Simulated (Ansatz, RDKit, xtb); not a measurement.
**Isomers of B4N3H7O, a sample narrowed down**

Which of a sample of isomers of B4N3H7O is the most stable in the gas at 298.15 K, and what are its properties? The sample is small against all isomers, and the most stable one of this formula need not be in it.

The funnel: GFN2-xTB relaxations, single points with a density functional, relaxations at PBE-D3(BJ)/def2-SVP, harmonic vibrations (at GFN2-xTB), and a last energy at a higher level. All values are calculated.

## 1. Possible bonding patterns

Isomers were taken from a list of plausible structures; this is a sample, not all of them. That gives 6 candidates.

```csv
label,SMILES,spin
c091,BB1NBNB(O)N1,singlet
c150,BB1NBN(O)BN1,singlet
c256,BN1BNBNB1O,singlet
c354,BN1BNBN(O)B1,singlet
c631,BB1NBNBN1O,singlet
c871,BN1BNB(O)NB1,singlet
```

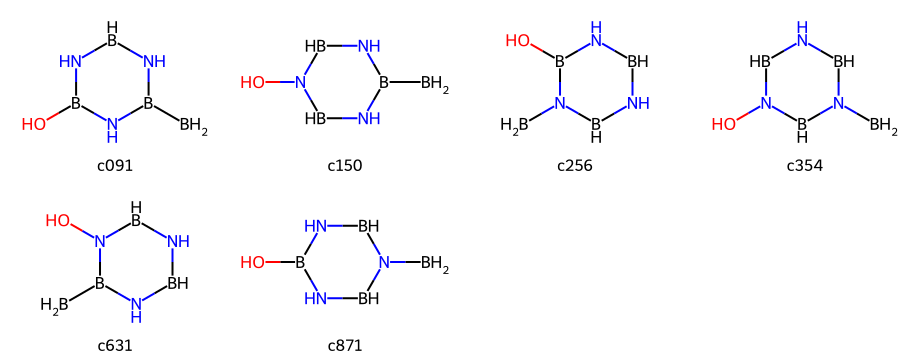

Structural formulas of the candidates.

Candidates are built by distance geometry, with a force field where one applies, in up to four conformers (letters a to d).

**Question.** With final energies at CCSD(T)/def2-SVP + MP2/def2-TZVPP - MP2/def2-SVP, which structure will this search put lowest in free energy, and by what margin?

| quantity | value |
| --- | --- |
| lowest structure found | BN1BNBNB1O, singlet |
| next finalist | BN1BNB(O)NB1, singlet, 1.9 kcal/mol higher in G |
| share at equilibrium, among the finalists | 96.0 % |

The lowest structure found is `BN1BNBNB1O`. The margin, 1.9 kcal/mol, is modest. GFN2-xTB, HF/STO-3G, r2SCAN-D4/def2-SVP, PBE-D3(BJ)/def2-SVP, HF/def2-SVP and MP2/def2-SVP already put its bonding pattern lowest among the structures in one piece. Lowest found is not proven lowest: the search is finite, and each finalist counts with one conformer. Only 6 drawn patterns were tried, so whole families of isomers are missing, and the result ranks this sample alone.
